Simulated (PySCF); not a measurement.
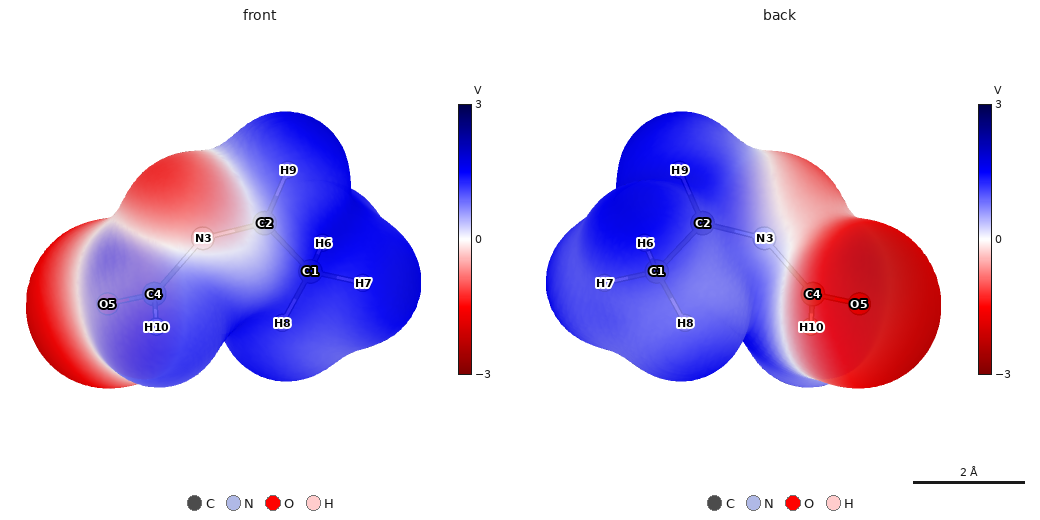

The picture shows: C3H5NO. The molecular electrostatic potential painted on the density surface at 0.004 e/bohr³, seen from the front and from behind; the colour scale runs from red (negative) to blue (positive).

Geometry: GFN2-xTB.

The calculation used PBE0/pcSseg-1, SCF density, gas phase, non-relativistic (PySCF).

Input file:

```
{"job": {"kind": "nmr", "xc": "PBE0", "basis": "pcSseg-1"}, "charge": 0, "multiplicity": 1}
C     -1.249961    -0.535329    -0.009238
C     -0.460109     0.646497     0.430978
N      0.763085     0.830257     0.251141
C      1.799577     0.164339    -0.285123
O      2.493353    -0.653427     0.260559
H     -1.736064    -0.982063     0.856987
H     -2.032755    -0.217806    -0.697172
H     -0.613923    -1.274188    -0.490614
H     -1.006071     1.436561     0.941555
H      2.051751     0.589813    -1.281602
```

Launched as:

```sh
OMP_NUM_THREADS=1 python probes_run.py task.json out
```

Question: Which sites attract a positive test charge, and which a negative one?

Answer: A positive charge is drawn to the negative regions and a negative charge to the positive ones. The most negative region (about −2.1 V) lies over O5, the most positive (about +1.7 V) over C1, C2, H7 and H9. O5 is the likeliest acceptor of a hydrogen bond.
